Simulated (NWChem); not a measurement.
# [NH2]− (SMILES [NH2-]) at wB97X/cc-pVDZ

Aim: the vertical ionisation energy of [NH2]− at wB97X/cc-pVDZ, from 2 runs. 

Program for the calculation: NWChem 7.3.0.

5 further runs of the same task are left out: 5 set aside as unsound or not needed.

### 1 The system as given

[NH2]−: 3 atoms, total charge -1, spin state singlet. SMILES: `[NH2-]`. Geometry: relaxed at PBE0-D4/def2-TZVPD.

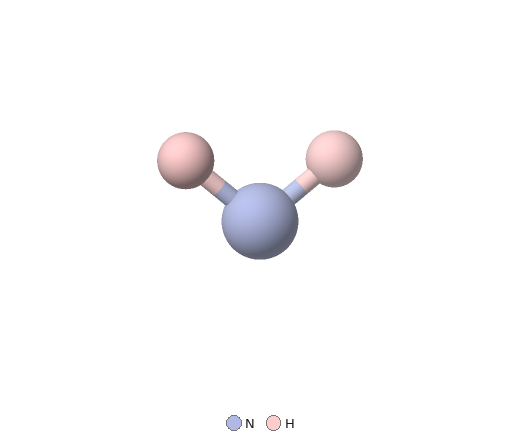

Viewed from a chosen angle; nitrogen light blue, hydrogen pink.

### 2 A single-point energy at wB97X/cc-pVDZ

The input, struct.nw:

```
start struct
memory total 2200 mb
charge -1

geometry units angstroms noautosym nocenter noautoz
   N      0.342200    -0.203000     0.168700
   H      0.125500     0.801200     0.156000
   H     -0.467700    -0.598200    -0.324700
end

basis spherical bse
   * library cc-pVDZ
end

dft
   xc wb97x
   grid xfine
   convergence energy 1e-08
   maxiter 100
   mulliken
   noprint "final vectors analysis"
end

task dft energy
```

The run is started by

```sh
nwchem struct.nw > struct.out
```

Standard output:

```text
[...]
          Wavefunction type:  closed shell.
          No. of atoms     :     3
          No. of electrons :    10
[...]
          Charge           :    -1
          Spin multiplicity:     1
[...]
          AO basis - number of functions:    24
[...]
              XC Information
              --------------
                       wb97x  Method XC Functional
                     Hartree-Fock (Exact) Exchange  1.000
                         wb97x Exchange Functional  1.000
                      wb97x Correlation Functional  1.000
[...]
 d= 0,ls=0.0,diis     1    -55.7186369822 -6.33D+01  3.98D-02  8.62D-01     0.7
[...]
 d= 0,ls=0.0,diis     8    -55.8224763124 -7.68D-09  9.76D-06  2.79D-09     5.5
         Total DFT energy =      -55.822476312392
      One electron energy =      -93.919398299288
           Coulomb energy =       38.456922211116
    Exchange-Corr. energy =       -7.902853186564
 Nuclear repulsion energy =        7.542852962344
[...]
      Total Density - Mulliken Population Analysis
     ---------------------------------------------
    Atom       Charge   Shell Charges
 -----------   ------   -------------------------------------------------------
    1 N    7     7.77   2.01  0.73  0.84  2.26  1.91  0.02
    2 H    1     1.11   0.75  0.31  0.06
    3 H    1     1.11   0.75  0.31  0.06
[...]
```

Run time: 6 s. Hardware: 1 thread of Intel Xeon Platinum 8488C (Sapphire Rapids), shared host; peak memory 0.12 GiB.

### 3 Doublet neutral NH2 at the same level

The input, job.xyz:

```xyz
3
H2N wB97X
N      0.342200    -0.203000     0.168700
H      0.125500     0.801200     0.156000
H     -0.467700    -0.598200    -0.324700
```

The input, job.nw:

```
start job
title "H2N wB97X"
memory 2200 mb

geometry units angstroms noautosym nocenter noautoz
  load format xyz job.xyz
end

basis spherical bse
  N library cc-pVDZ
  H library cc-pVDZ
end

dft
  xc wb97x
  mult 2
  grid xfine
  convergence energy 1e-08
  maxiter 100
  mulliken
  print low
end

task dft energy
```

The run is started by

```sh
nwchem job.nw > job.out
```

Standard output:

```text
[...]
 d= 0,ls=0.0,diis     1    -55.8440183366 -6.34D+01  4.54D-03  3.14D-02     0.9
[...]
 d= 0,ls=0.0,diis     8    -55.8584467612 -6.32D-09  2.04D-06  5.96D-10     6.3
[...]
         Total DFT energy =      -55.858446761157
      One electron energy =      -90.243316438871
           Coulomb energy =       34.436966426446
    Exchange-Corr. energy =       -7.594949711077
 Nuclear repulsion energy =        7.542852962344
[...]
      Total Density - Mulliken Population Analysis
     ---------------------------------------------
    Atom       Charge   Shell Charges
 -----------   ------   -------------------------------------------------------
    1 N    7     7.19   2.01  0.81  0.83  2.19  1.34  0.02
    2 H    1     0.90   0.72  0.13  0.05
    3 H    1     0.90   0.72  0.13  0.05
[...]
      <S2> =      0.7532 (Exact =     0.7500)
[...]
```

Run time: 6.9 s. Hardware: 1 thread of Intel Xeon Platinum 8488C (Sapphire Rapids), shared host; peak memory 0.12 GiB.

### 4 Outcome

At wB97X/cc-pVDZ:

```
                                           quantity         value
                       singlet [NH2]−: total energy  -55.82248 Eh
                  doublet neutral NH2: total energy  -55.85845 Eh
                          doublet neutral NH2: ⟨S²⟩         0.753
vertical detachment energy (to the doublet neutral)     -0.979 eV
```

In words: The species is unbound against losing an electron at this level, by 0.98 eV (−22.6 kcal/mol); missing correlation or diffuse functions can give that sign where the real anion is bound. Mulliken charges (singlet [NH2]−) run from -0.77 on N1 to -0.11 on H2; they depend strongly on the basis. Mulliken charges (doublet neutral NH2) run from -0.19 on N1 to +0.10 on H2; they depend strongly on the basis.
